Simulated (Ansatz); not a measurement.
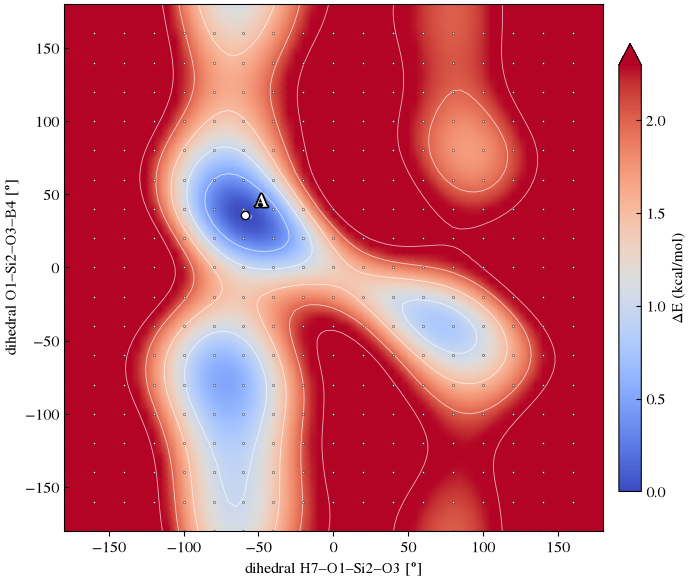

BF₂H₃O₂Si, SMILES O[SiH2]OB(F)F. The first coordinate is: dihedral H7–O1–Si2–O3; the second: dihedral O1–Si2–O3–B4. Nothing is relaxed (all other coordinates rigid). The scan uses an 18 × 18 grid. Points are written as (first, second). Energies: kcal/mol, counted from the lowest grid point. Level of theory: Ansatz, RKS r2SCAN-D4/def2-SVP.

The picture shows a smooth colour map with a few white contour lines, dots at the grid points, one colour for all values above the top of the scale, the well A. Between grid points the surface is interpolated.

Where is the minimum, and how stiff is the well along each coordinate? Take the well at A.

Answer. The interpolated minimum is at dihedral H7–O1–Si2–O3 ≈ −59°, dihedral O1–Si2–O3–B4 ≈ 36°. The curvatures there are about 0.26 eV/rad² and 0.31 eV/rad², with a cross term of about 0.13 eV/rad². Round the minimum the valley is somewhat tilted: raising dihedral H7–O1–Si2–O3 shifts the best value of dihedral O1–Si2–O3–B4 downwards (coupling k₁₂/√(k₁₁k₂₂) about 0.5). (1 eV is 23.1 kcal/mol.)
